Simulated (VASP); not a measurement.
Shape and ions are relaxed at each volume.

Energy against volume of Lu (hcp). The numbers are results of optB88-vdW, VASP's PBE PAW potentials (set 64) (plane waves; VASP 6.6.1), not measurements.

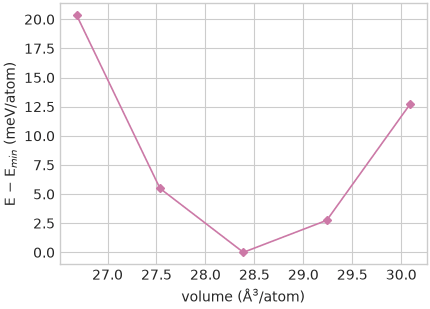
Energy against volume

**Question.** Estimate the equilibrium volume and the bulk modulus.

**Answer.** The minimum lies near 28.5 Å³/atom, and the curvature gives B0 of about 51 GPa.

Measured: bulk modulus 47.6 GPa (computed value off by +6.7 %), as given by Wikipedia, Lutetium (infobox). The calculation is for a static lattice, while the measured bulk modulus holds thermal and zero-point effects, which are part of the difference.

The compound is Lu in the hcp structure. It was relaxed first.
